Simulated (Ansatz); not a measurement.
The figure comes from a scan of Au (fcc, Cu type): volume and axial ratio are varied about the relaxed values (subscript 0). Computed with PBE (plane waves to 420 eV, PAW, scalar-relativistic; Ansatz, an electronic-structure program). k mesh 19×19×19 (Γ-centred), Fermi-Dirac smearing 0.05 eV. The energy includes the smearing's −TS. With partly filled bands, the response to shear is sensitive to the k mesh, so small differences along c/a are uncertain. Au was relaxed with its symmetry unable to fall. Spin-orbit coupling is left out, though Au is heavy. The PAW data are Ansatz's earlier set. The zero of ΔE is the relaxed starting cell.

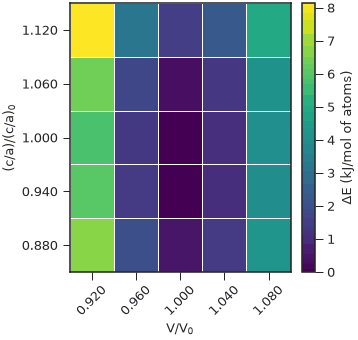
Fig. 1. ΔE (kJ/mol of atoms), one tile a computed point.

Problem. Read the plotted values off the figure, to the accuracy that the plot allows.

Solution. To the nearest 1:

ΔE (kJ/mol of atoms), with V/V₀ across and (c/a)/(c/a)₀ down:

```tsv
(c/a)/(c/a)₀ \ V/V₀	0.920	0.960	1.000	1.040	1.080
0.880	7	2	0	1	4
0.940	6	1	0	1	4
1.000	6	1	0	1	4
1.060	6	2	0	1	4
1.120	8	3	1	2	5
```

(A scan under strain: stresses follow from slopes of the energy per volume, elastic moduli from its curvatures.)
